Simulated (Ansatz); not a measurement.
# CH9ClOSi3 (SMILES C[SiH2][SiH](Cl)[SiH2]O): what the fields show

```xyz
15

C     0.3429   -2.9225    0.6730
Si    0.6279   -1.4581   -0.5191
Si    0.0398    0.5914    0.4932
Cl   -2.0201    0.3401    1.3098
Si   -0.1717    2.5147   -0.8686
O    -0.9282    3.7839    0.0363
H     0.9870   -2.8361    1.5529
H     0.5661   -3.8669    0.1674
H    -0.6990   -2.9402    1.0056
H     2.0768   -1.3448   -0.9210
H    -0.1889   -1.6020   -1.7743
H     0.8820    0.8738    1.7081
H     1.1716    3.0515   -1.2566
H    -0.9543    2.1338   -2.0990
H    -1.7538    3.6303    0.5215
```

Theory: RKS PBE0/6-31G (Ansatz 0.2.0).

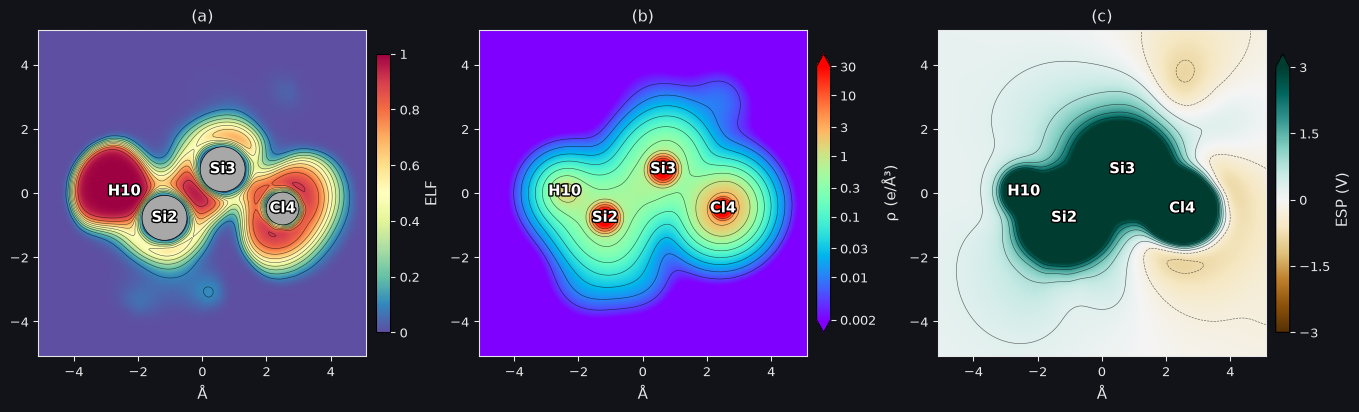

Figure 1. (a) electron localisation function; (b) total electron density; (c) electrostatic potential on the plane of atoms Si2, Si3 and Cl4. Grey discs cover the atomic cores in the ELF map.

**Interpret the plot.**

Atoms in the plane: Si, Cl and H. Si–Cl (2.23 Å): ρ at the midpoint is about 0.54 e/Å³, with its minimum of 0.43 e/Å³ about 0.8 Å from Si; the ELF peaks at about 0.85 between the atoms: a shared but strongly polarised pair. Si–Si (2.36 Å): ρ is about 0.52 e/Å³ halfway; the ELF peaks at about 0.95 between the atoms: a shared electron pair. Si–H (1.51 Å): ρ is about 0.66 e/Å³ halfway; the ELF climbs to about 1 towards the hydrogen, as it does in any bond to H. The ELF also peaks beside Cl4, away from the bonds: lone-pair regions. Outside the dense part of the molecule the potential is most negative (−0.9 V) near Cl4.

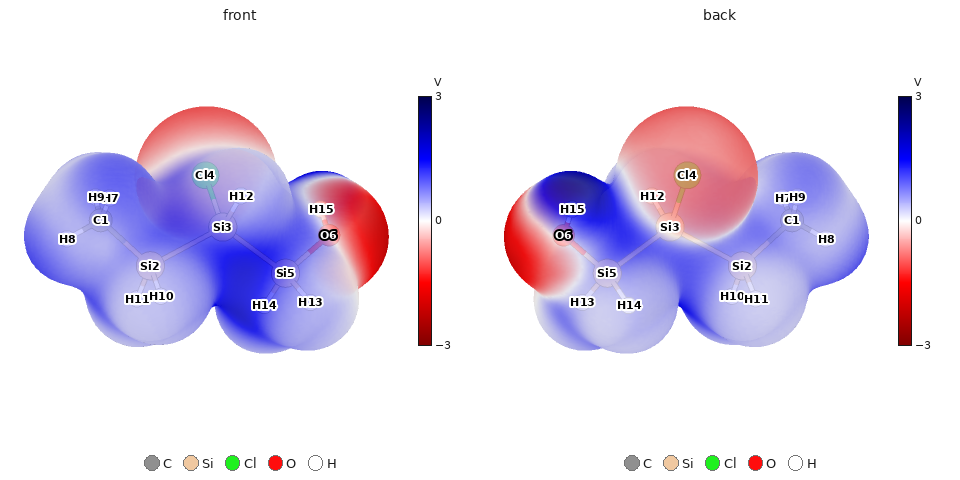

Figure 2. The electrostatic potential painted on the density surface at 0.002 e/bohr³, seen from the front and from behind; the colour scale runs from red (negative) to blue (positive).

**Which sites attract a positive test charge, and which a negative one?**

A positive charge is drawn to the negative regions and a negative charge to the positive ones. The most negative region (about −2.0 V) lies over O6, the most positive (about +2.3 V) over H15. O6 is the likeliest acceptor of a hydrogen bond.

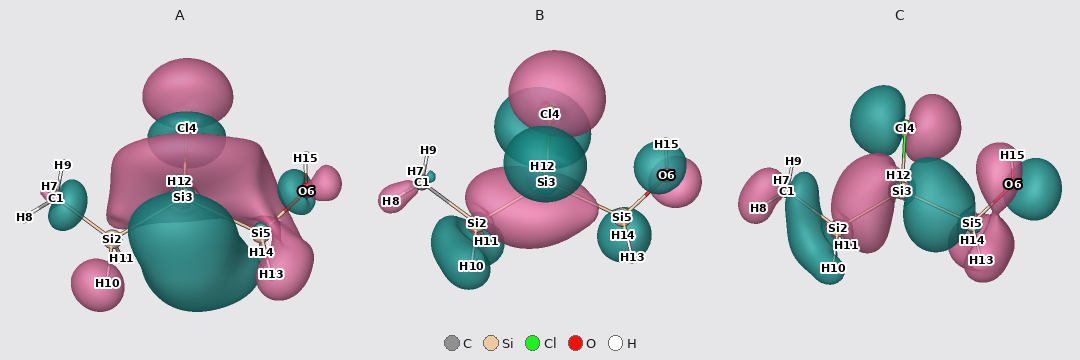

Figure 3. Three frontier orbitals at ±0.06 Å⁻³ᐟ² (teal and pink are the two phases), in no order.

**Order the three orbitals by energy and name them.**

B is the HOMO−1 (−8.36 eV). By Hirshfeld shares it lies mainly on Cl4 (about 55 %), Si3 (about 15 %), Si2 (about 10 %) and H12 (about 10 %). C is the HOMO (−7.69 eV). Its weight (Hirshfeld) is mainly on O6 (about 20 %), Si3 (about 20 %), Cl4 (about 20 %), Si5 (about 15 %) and Si2 (about 10 %). A is the LUMO (−1.43 eV). By Hirshfeld shares it lies mainly on Si3 (about 35 %), Cl4 (about 25 %), Si5 (about 15 %) and Si2 (about 10 %).

**What is the HOMO–LUMO gap?**

6.26 eV between the orbital energies.

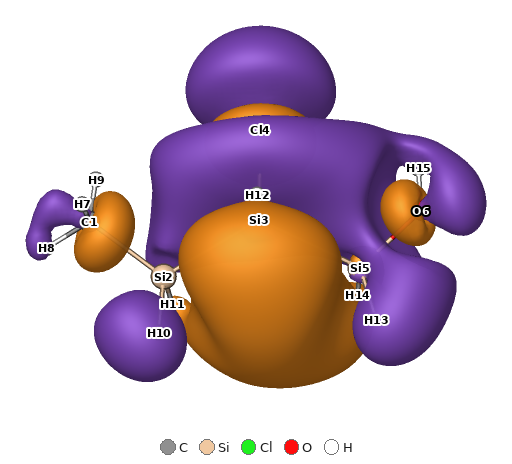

Figure 4. The LUMO at ±0.04 Å⁻³ᐟ² (orange and purple are the two phases), seen across its widest extent.

**What is the character of this orbital?**

Its weight (Hirshfeld) is mainly on Si3 (about 35 %), Cl4 (about 25 %), Si5 (about 15 %) and Si2 (about 10 %). Its energy is −1.43 eV.
